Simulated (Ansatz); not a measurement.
**ClFGaH···HCl: density, localisation and related maps**

The calculation's input:

```
crystal:
  periodic: [false, false, false]
  atoms:
    - { symbol: Ga, position_ang: [0.0, 0.0, 0.0] }
    - { symbol: Cl, position_ang: [0.0, 0.0, 2.59] }
    - { symbol: Cl, position_ang: [1.9398, 0.0, -1.12] }
    - { symbol: H, position_ang: [-1.3596, 0.0, -0.785] }
    - { symbol: F, position_ang: [0.4207, -1.8508, 0.6306] }
    - { symbol: H, position_ang: [0.314, -1.3815, 1.7691] }
basis:
  gaussian: { orbitals: def2-SVP }
hamiltonian:
  xc: r2scanh
  dispersion: d4
relax:
  f_tol: 0.15
  max_steps: 25
  restrain:
    - { distance: [0, 4], at: 1.7, k: 30.0 }
    - { distance: [5, 1], at: 1.37, k: 30.0 }
    - { distance: [0, 1], at: 3.44, k: 30.0 }
    - { distance: [5, 4], at: 2.12, k: 30.0 }
output:
  orbitals: {}
```

Launched as:

```sh
ansatz run input.yaml --threads 4 --pin off --max-ram 5120MiB --backend cpu --events-out ev --progress --plain --runs-dir out
```

The fields are those of the run's last geometry, not of the input's.

Not at a stationary point (largest force 1.3 eV/Å).

Method: RKS r2SCANh-D4/def2-SVP (Ansatz).

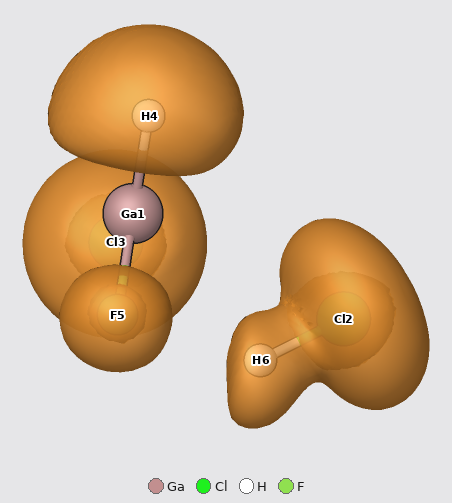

Figure 1. Isosurface of the ELF at 0.75 (orange), seen at an oblique angle. Only the valence region is drawn (cores and ρ < 0.01 e/Å³ removed).

Describe the localisation domains.

Answer. The ELF exceeds this value in one region around a hydrogen nucleus, one region wrapped around Cl (its valence shell), one region wrapped around F (its valence shell) and one joined region spread over several atoms (Cl, H), in which their bonds and any lone pairs are merged. Profiles from the grid: F5···H6 (2.12 Å): the ELF dips to about 0.05 between them. Ga–F (1.73 Å): the ELF peaks at about 0.80 in the valence shell of F, 0.5 Å from its nucleus, and is about 0.20 at the midpoint.

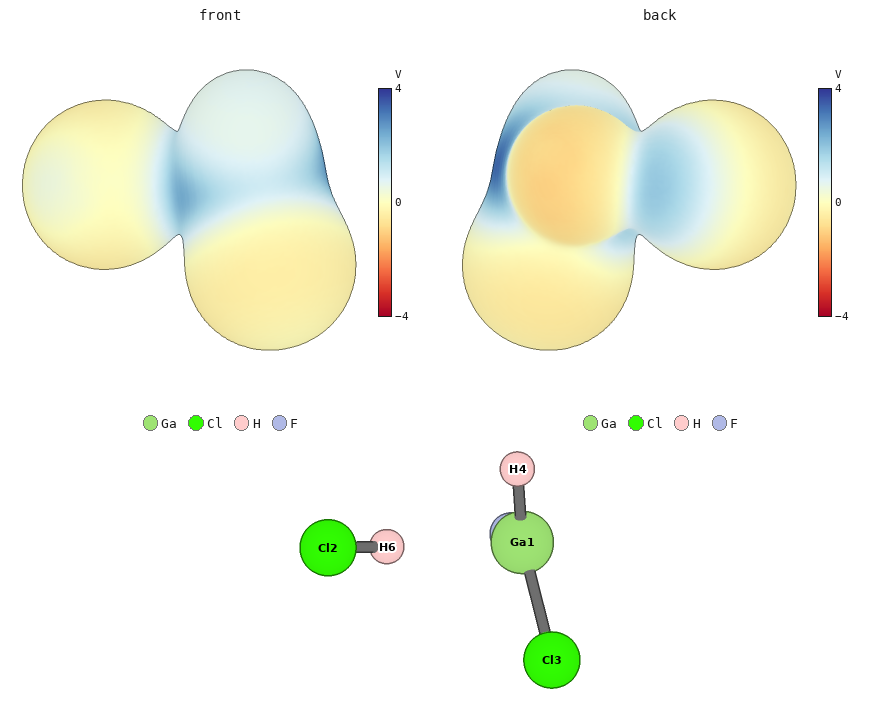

Figure 2. The molecular electrostatic potential painted on the density surface at 0.002 e/bohr³, seen from the front and from behind; the colour scale runs from red (negative) to blue (positive). The bare structure is drawn below in the same view.

Describe the electrostatic potential map.

Answer. The most negative region (about −1.0 V) lies over F5, the most positive (about +3.2 V) over Ga1.

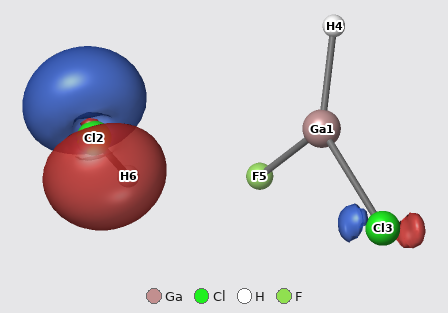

Figure 3. The HOMO−1 at ±0.2 Å⁻³ᐟ² (blue and red are the two phases), seen at an oblique angle.

Describe this orbital and give its energy.

Answer. By Hirshfeld shares it lies mainly on Cl2 (about 90 %) and Cl3 (about 10 %); largely a lone pair of Cl2. Its energy is −8.84 eV.
